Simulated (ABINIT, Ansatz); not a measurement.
# Lattice dynamics of Ho (P6_3/mmc) in two programs, part 3 of 4

How does Ho (P6_3/mmc) vibrate, and is this structure a minimum?

ABINIT 10.8.3; DFT PBE, scalar-relativistic, plane waves, PseudoDojo norm-conserving, 4f in core pseudopotentials.

So far. Step 4 (Ground state): The cell stands at -0.53 GPa: the relaxation ran with a smoothed and higher cutoff, and the difference is a stress of the finite basis. Step 5 (Linear response at Γ): The acoustic modes at Γ come out as far as 2.5 cm⁻¹ from zero, where they should vanish, a small numerical error. The relaxed cell has a = 3.584, c = 5.599 Å (conventional setting).

## (7) Interpolated phonon bands

anaddb transforms the dynamical matrices to force constants and back along the path; points of the mesh come back as solved, but for the sum rule and, in polar crystals, the LO-TO term at Γ; the rest is interpolation.

anaddb.abi

```
ddb_filepath "all_DDB"
output_file "anaddb.abo"
outdata_prefix "anaddb"
ifcflag 1
ngqpt 3 3 2
nqshft 1
q1shft 0.0 0.0 0.0
asr 1
chneut 0
dipdip 0
dipquad 0
quadquad 0
enunit 0
eivec 0
nph1l 93
qph1l 
    0.0 0.0 0.0 1.0
    0.05 0.0 0.0 1.0
    0.1 0.0 0.0 1.0
    0.15 0.0 0.0 1.0
    0.2 0.0 0.0 1.0
    0.25 0.0 0.0 1.0
    0.3 0.0 0.0 1.0
    0.35 0.0 0.0 1.0
    0.4 0.0 0.0 1.0
    0.45 0.0 0.0 1.0
    0.5 0.0 0.0 1.0
    0.48333333 0.03333333 0.0 1.0
    0.46666667 0.06666667 0.0 1.0
    0.45 0.1 0.0 1.0
    0.43333333 0.13333333 0.0 1.0
    0.41666667 0.16666667 0.0 1.0
    0.4 0.2 0.0 1.0
    0.38333333 0.23333333 0.0 1.0
    0.36666667 0.26666667 0.0 1.0
    0.35 0.3 0.0 1.0
    0.33333333 0.33333333 0.0 1.0
    0.3 0.3 0.0 1.0
    0.26666667 0.26666667 0.0 1.0
    0.23333333 0.23333333 0.0 1.0
    0.2 0.2 0.0 1.0
    0.16666667 0.16666667 0.0 1.0
    0.13333333 0.13333333 0.0 1.0
    0.1 0.1 0.0 1.0
    0.06666667 0.06666667 0.0 1.0
    0.03333333 0.03333333 0.0 1.0
    0.0 0.0 0.0 1.0
    0.0 0.0 0.05 1.0
    0.0 0.0 0.1 1.0
    0.0 0.0 0.15 1.0
    0.0 0.0 0.2 1.0
    0.0 0.0 0.25 1.0
    0.0 0.0 0.3 1.0
    0.0 0.0 0.35 1.0
    0.0 0.0 0.4 1.0
    0.0 0.0 0.45 1.0
    0.0 0.0 0.5 1.0
    0.05 0.0 0.5 1.0
    0.1 0.0 0.5 1.0
    0.15 0.0 0.5 1.0
    0.2 0.0 0.5 1.0
    0.25 0.0 0.5 1.0
    0.3 0.0 0.5 1.0
    0.35 0.0 0.5 1.0
    0.4 0.0 0.5 1.0
    0.45 0.0 0.5 1.0
    0.5 0.0 0.5 1.0
    0.48333333 0.03333333 0.5 1.0
    0.46666667 0.06666667 0.5 1.0
    0.45 0.1 0.5 1.0
    0.43333333 0.13333333 0.5 1.0
    0.41666667 0.16666667 0.5 1.0
    0.4 0.2 0.5 1.0
    0.38333333 0.23333333 0.5 1.0
    0.36666667 0.26666667 0.5 1.0
    0.35 0.3 0.5 1.0
    0.33333333 0.33333333 0.5 1.0
    0.3 0.3 0.5 1.0
    0.26666667 0.26666667 0.5 1.0
    0.23333333 0.23333333 0.5 1.0
    0.2 0.2 0.5 1.0
    0.16666667 0.16666667 0.5 1.0
    0.13333333 0.13333333 0.5 1.0
    0.1 0.1 0.5 1.0
    0.06666667 0.06666667 0.5 1.0
    0.03333333 0.03333333 0.5 1.0
    0.0 0.0 0.5 1.0
    0.5 0.0 0.5 1.0
    0.5 0.0 0.45 1.0
    0.5 0.0 0.4 1.0
    0.5 0.0 0.35 1.0
    0.5 0.0 0.3 1.0
    0.5 0.0 0.25 1.0
    0.5 0.0 0.2 1.0
    0.5 0.0 0.15 1.0
    0.5 0.0 0.1 1.0
    0.5 0.0 0.05 1.0
    0.5 0.0 0.0 1.0
    0.33333333 0.33333333 0.5 1.0
    0.33333333 0.33333333 0.45 1.0
    0.33333333 0.33333333 0.4 1.0
    0.33333333 0.33333333 0.35 1.0
    0.33333333 0.33333333 0.3 1.0
    0.33333333 0.33333333 0.25 1.0
    0.33333333 0.33333333 0.2 1.0
    0.33333333 0.33333333 0.15 1.0
    0.33333333 0.33333333 0.1 1.0
    0.33333333 0.33333333 0.05 1.0
    0.33333333 0.33333333 0.0 1.0
```

mrgddb.in

```
all_DDB
merged
6
dfpt_gammao_DDB
dfpt_qo_DS1_DDB
dfpt_qo_DS2_DDB
dfpt_qo_DS3_DDB
dfpt_qo_DS4_DDB
dfpt_qo_DS5_DDB
```

Started as:

```sh
$ mrgddb < mrgddb.in > mrgddb.log
$ OMP_NUM_THREADS=1 anaddb anaddb.abi > anaddb.log
```

anaddb.abo, the main output file:

```text
[banners, grids, parts of the stress and lines that vanish by symmetry left out]
-outvars_anaddb: echo values of input variables ----------------------

 Flags :
[...]
Phonon wavevector (reduced coordinates) :  0.00000  0.00000  0.00000
 Phonon energies in Hartree :
[...]
Phonon frequencies in cm-1    :
-  0.000000E+00  0.000000E+00  0.000000E+00  6.530939E+01  6.530939E+01
-  1.109809E+02
[...]
Phonon wavevector (reduced coordinates) :  0.05000  0.00000  0.00000
 Phonon energies in Hartree :
[...]
Phonon frequencies in cm-1    :
-  9.930156E+00  1.045198E+01  1.566517E+01  6.629283E+01  6.659221E+01
-  1.110444E+02
[...]
Phonon wavevector (reduced coordinates) :  0.10000  0.00000  0.00000
 Phonon energies in Hartree :
[...]
Phonon frequencies in cm-1    :
-  1.955536E+01  2.040747E+01  3.088096E+01  6.904513E+01  7.011838E+01
-  1.111690E+02
[...]
Phonon wavevector (reduced coordinates) :  0.15000  0.00000  0.00000
 Phonon energies in Hartree :
[...]
Phonon frequencies in cm-1    :
-  2.860671E+01  2.943031E+01  4.522047E+01  7.306114E+01  7.510638E+01
-  1.111827E+02
[...]
Phonon wavevector (reduced coordinates) :  0.20000  0.00000  0.00000
 Phonon energies in Hartree :
[...]
Phonon frequencies in cm-1    :
-  3.687939E+01  3.719666E+01  5.829984E+01  7.771622E+01  8.067468E+01
-  1.108732E+02
[...]
Phonon wavevector (reduced coordinates) :  0.25000  0.00000  0.00000
 Phonon energies in Hartree :
[...]
Phonon frequencies in cm-1    :
-  4.352764E+01  4.424356E+01  6.979439E+01  8.242468E+01  8.609252E+01
-  1.100701E+02
  Phonon wavevector (reduced coordinates) :  0.30000  0.00000  0.00000
 Phonon energies in Hartree :
[...]
Phonon frequencies in cm-1    :
-  4.839325E+01  5.062844E+01  7.944709E+01  8.672166E+01  9.086380E+01
-  1.087191E+02
  Phonon wavevector (reduced coordinates) :  0.35000  0.00000  0.00000
 Phonon energies in Hartree :
[...]
Phonon frequencies in cm-1    :
-  5.188717E+01  5.597287E+01  8.706731E+01  9.028474E+01  9.471273E+01
-  1.069381E+02
  Phonon wavevector (reduced coordinates) :  0.40000  0.00000  0.00000
 Phonon energies in Hartree :
[...]
Phonon frequencies in cm-1    :
-  5.417970E+01  6.014728E+01  9.252252E+01  9.291951E+01  9.752909E+01
-  1.050465E+02
  Phonon wavevector (reduced coordinates) :  0.45000  0.00000  0.00000
 Phonon energies in Hartree :
[...]
Phonon frequencies in cm-1    :
-  5.545816E+01  6.288909E+01  9.452677E+01  9.574748E+01  9.928138E+01
-  1.035449E+02
  Phonon wavevector (reduced coordinates) :  0.50000  0.00000  0.00000
 Phonon energies in Hartree :
[...]
Phonon frequencies in cm-1    :
-  5.586638E+01  6.385972E+01  9.506588E+01  9.679639E+01  9.989207E+01
-  1.029634E+02
  Phonon wavevector (reduced coordinates) :  0.48333  0.03333  0.00000
 Phonon energies in Hartree :
[...]
Phonon frequencies in cm-1    :
-  5.639041E+01  6.407141E+01  9.422195E+01  9.746393E+01  9.980189E+01
-  1.027110E+02
  Phonon wavevector (reduced coordinates) :  0.46667  0.06667  0.00000
 Phonon energies in Hartree :
[...]
Phonon frequencies in cm-1    :
-  5.790540E+01  6.470470E+01  9.272622E+01  9.844401E+01  9.953537E+01
-  1.019608E+02
  Phonon wavevector (reduced coordinates) :  0.45000  0.10000  0.00000
 Phonon energies in Hartree :
[...]
Phonon frequencies in cm-1    :
-  6.025499E+01  6.575367E+01  9.104080E+01  9.910463E+01  9.931378E+01
-  1.007337E+02
[...]
Phonon wavevector (reduced coordinates) :  0.10000  0.00000  0.50000
 Phonon energies in Hartree :
[...]
Phonon frequencies in cm-1    :
-  5.164375E+01  5.164375E+01  5.342636E+01  5.342636E+01  8.224951E+01
-  8.224951E+01
  Phonon wavevector (reduced coordinates) :  0.15000  0.00000  0.50000
 Phonon energies in Hartree :
[...]
Phonon frequencies in cm-1    :
-  5.571827E+01  5.571827E+01  5.829591E+01  5.829591E+01  8.384210E+01
-  8.384210E+01
  Phonon wavevector (reduced coordinates) :  0.20000  0.00000  0.50000
 Phonon energies in Hartree :
[...]
Phonon frequencies in cm-1    :
-  6.018732E+01  6.018732E+01  6.213640E+01  6.213640E+01  8.700447E+01
-  8.700447E+01
  Phonon wavevector (reduced coordinates) :  0.25000  0.00000  0.50000
 Phonon energies in Hartree :
[...]
Phonon frequencies in cm-1    :
-  6.426783E+01  6.426783E+01  6.444693E+01  6.444693E+01  9.160279E+01
-  9.160279E+01
  Phonon wavevector (reduced coordinates) :  0.30000  0.00000  0.50000
 Phonon energies in Hartree :
[...]
Phonon frequencies in cm-1    :
-  6.514917E+01  6.514917E+01  6.810851E+01  6.810851E+01  9.667341E+01
-  9.667341E+01
  Phonon wavevector (reduced coordinates) :  0.35000  0.00000  0.50000
 Phonon energies in Hartree :
[...]
Phonon frequencies in cm-1    :
-  6.542162E+01  6.542162E+01  7.097576E+01  7.097576E+01  1.012692E+02
-  1.012692E+02
[...]
Phonon wavevector (reduced coordinates) :  0.33333  0.33333  0.05000
 Phonon energies in Hartree :
[...]
Phonon frequencies in cm-1    :
-  7.744623E+01  7.744623E+01  8.518434E+01  8.518434E+01  9.488528E+01
-  1.017573E+02
  Phonon wavevector (reduced coordinates) :  0.33333  0.33333  0.00000
 Phonon energies in Hartree :
[...]
Phonon frequencies in cm-1    :
-  8.016739E+01  8.016739E+01  8.270918E+01  8.270918E+01  9.490075E+01
-  1.018545E+02
-
```

Elapsed: 0.76 s, on 1 thread of Intel Xeon Platinum 8488C (Sapphire Rapids), shared host.

Numbers from this step:

```yaml
lowest_frequency_on_the_path: 0 cm⁻¹
```

Anaddb. Phonon branches along the path, in cm⁻¹:

```csv
point,branch 1,branch 2,branch 3,branch 4,branch 5,branch 6
Γ,0,0,0,65,65,111
M,56,64,95,97,100,103
K,80,80,83,83,95,102
Γ,0,0,0,65,65,111
A,48,48,48,48,82,82
L,65,65,75,75,108,108
H,51,51,96,96,101,101
A,48,48,48,48,82,82
jump to L,65,65,75,75,108,108
M,56,64,95,97,100,103
jump to H,51,51,96,96,101,101
K,80,80,83,83,95,102
```

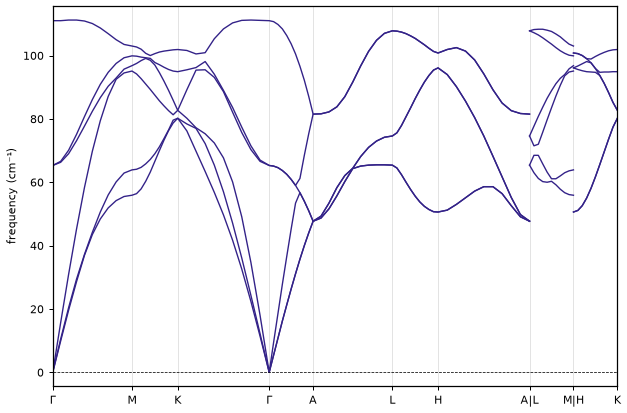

Phonon branches along the path.

All branches are real along the path.

## (8) Density of states

Sums over the zone need many more wavevectors than were solved, so the interpolation is sampled on a dense mesh.

anaddb.abi

```
ddb_filepath "all_DDB"
output_file "anaddb.abo"
outdata_prefix "anaddb"
ifcflag 1
ngqpt 3 3 2
nqshft 1
q1shft 0.0 0.0 0.0
asr 1
chneut 0
dipdip 0
dipquad 0
quadquad 0
prtdos 2
ng2qpt 14 14 8
dosdeltae 4.5563e-06
ntemper 11
temperinc 100.0
tempermin 0.0
```

Started as:

```sh
$ OMP_NUM_THREADS=1 anaddb anaddb.abi > anaddb.log
```

anaddb.abo, the main output file:

```text
-outvars_anaddb: echo values of input variables ----------------------

 Flags :
     ifcflag         1
 Miscellaneous information :
         asr         1
      chneut         0
 Interatomic Force Constants Inputs :
      dipdip         0
     dipquad         0
    quadquad         0
      ifcana         0
      ifcout         0
 Description of grid 1 :
        brav         1
       ngqpt         3         3         2
      nqshft         1
      q1shft
                     0.00000000E+00  0.00000000E+00  0.00000000E+00
 Phonon DOS information :
   dosdeltae  4.55630000E-06
    dossmear  4.55633525E-06
 Description of grid 2 (Fourier interp. or BZ sampling):
      ng2qpt        14        14         8
      ngrids         4
      q2shft         0.00000000E+00  0.00000000E+00  0.00000000E+00

================================================================================

 read the DDB information and perform some checks

  ==== Info on the Cryst% object ====
 Real(R)+Recip(G) space primitive vectors, cartesian coordinates (Bohr,Bohr^-1):
 R(1)=  6.7720639  0.0000000  0.0000000  G(1)=  0.1476655  0.0852547  0.0000000
 R(2)= -3.3860319  5.8647794  0.0000000  G(2)=  0.0000000  0.1705094  0.0000000
 R(3)=  0.0000000  0.0000000 10.5803279  G(3)=  0.0000000  0.0000000  0.0945150
 Unit cell volume ucvol=  4.2021529E+02 bohr^3
 Angles (23,13,12)=  9.00000000E+01  9.00000000E+01  1.20000000E+02 degrees
 Time-reversal symmetry is present
 Reduced atomic positions [iatom, xred, symbol]:
    1)    0.3333333  0.6666667  0.2500000  Ho
    2)    0.6666667  0.3333333  0.7500000  Ho

 DDB file with 6 blocks has been read.

================================================================================

 Calculation of the interatomic forces

       Homogeneous q point set in the B.Z.
 Grid q points  :       18
  1)   0.00000000E+00  0.00000000E+00  0.00000000E+00
  2)   3.33333333E-01  0.00000000E+00  0.00000000E+00
  3)  -3.33333333E-01  0.00000000E+00  0.00000000E+00
  4)   0.00000000E+00  3.33333333E-01  0.00000000E+00
  5)   3.33333333E-01  3.33333333E-01  0.00000000E+00
  6)  -3.33333333E-01  3.33333333E-01  0.00000000E+00
  7)   0.00000000E+00 -3.33333333E-01  0.00000000E+00
  8)   3.33333333E-01 -3.33333333E-01  0.00000000E+00
  9)  -3.33333333E-01 -3.33333333E-01  0.00000000E+00
 10)   0.00000000E+00  0.00000000E+00  5.00000000E-01
 11)   3.33333333E-01  0.00000000E+00  5.00000000E-01
 12)  -3.33333333E-01  0.00000000E+00  5.00000000E-01
 13)   0.00000000E+00  3.33333333E-01  5.00000000E-01
 14)   3.33333333E-01  3.33333333E-01  5.00000000E-01
 15)  -3.33333333E-01  3.33333333E-01  5.00000000E-01
 16)   0.00000000E+00 -3.33333333E-01  5.00000000E-01
 17)   3.33333333E-01 -3.33333333E-01  5.00000000E-01
 18)  -3.33333333E-01 -3.33333333E-01  5.00000000E-01

 The interatomic forces have been obtained

================================================================================

 Calculation of phonon density of states

 Average speed of sound partial sums:     0.9514086225E-03 (at units)
-                                   =           2.0814 [km/s]

 Debye frequency from partial sums:     0.4951006047E-03 (Ha)
-                                 =     0.3257605488E+01 (THz)
-Debye temperature from partial sums:     0.1563404057E+03 (K)

 Average speed of sound:     0.9960469812E-03 (at units)
-                      =           2.1790 [km/s]

 Debye frequency from DOS:     0.5183298228E-03 (Ha)
-                        =     0.3410446400E+01 (THz)
-Debye temperature from DOS:     0.1636756126E+03 (K)

-
```

Run time: 0.79 s. Hardware: 1 thread.

Read from the output:

| Property | Result |
| --- | --- |
| share of modes beyond 3i cm⁻¹ on the dense interpolated mesh | 0 |
| zero-point energy per atom | 14.45 meV |
| heat capacity at 300 K | 24.64 J/(mol atoms K) |
| vibrational entropy at 300 K | 50.71 J/(mol atoms K) |

The phonon density of states has structure finer than the step of the table below, so its rows give means over 10 cm⁻¹, whole bins alone (the curve runs from -30 to 141 cm⁻¹). Peaks (cm⁻¹: height): 57.0: 0.115, 82.0: 0.103, 99.0: 0.111, 101.0: 0.138, 105.0: 0.155.

Tetrahedra. Phonon density of states against wavenumber; means over each step:

```csv
wavenumber (cm⁻¹),phonon density of states (1/cm⁻¹/cell)
-10,0
0,1.8e-5
10,4.7e-4
20,0.00274
30,0.00763
40,0.0174
50,0.0628
60,0.0970
70,0.0744
80,0.0905
90,0.0907
100,0.112
110,0.0426
120,0
```

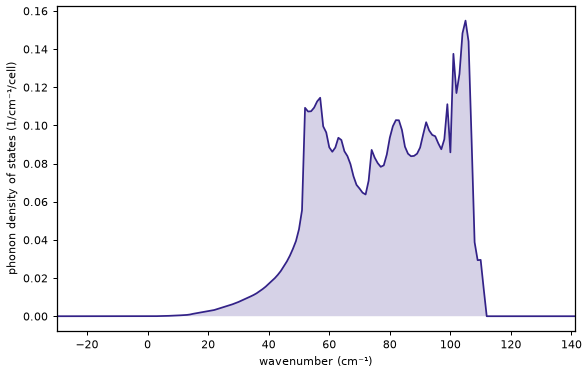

Phonon density of states, plotted against wavenumber.

Harmonic thermodynamic functions per atom, summed over the density of states scaled to three modes an atom; melting is ignored. Thermodynamic functions:

```csv
T (K),F_vib (meV/atom),S (J/mol-atom/K),C_V (J/mol-atom/K)
0,14.45,0,0
50,12.62,10.65,16.64
100,3.28,24.48,22.38
200,-31.41,40.78,24.26
300,-79.15,50.71,24.64
400,-135.6,57.82,24.77
500,-198.5,63.35,24.83
600,-266.5,67.88,24.87
700,-338.9,71.72,24.89
800,-415,75.04,24.9
900,-494.4,77.97,24.91
1000,-576.5,80.6,24.92
```

At 300 K the heat capacity has reached 99 % of the Dulong-Petit value.

(Part 3 of 4 ends here.)

[Host names and launcher messages were left out of these logs when they were recorded.]

[Logs are printed without paths, hosts, clocks, repeated set-up lines and the standing remarks that a program may print on its own settings, such as how far it seeks lower states.]

[Hosts, paths, dates, database ids (printed as entryN), source tags and the programs' standing remarks are cut or masked in the printed files.]
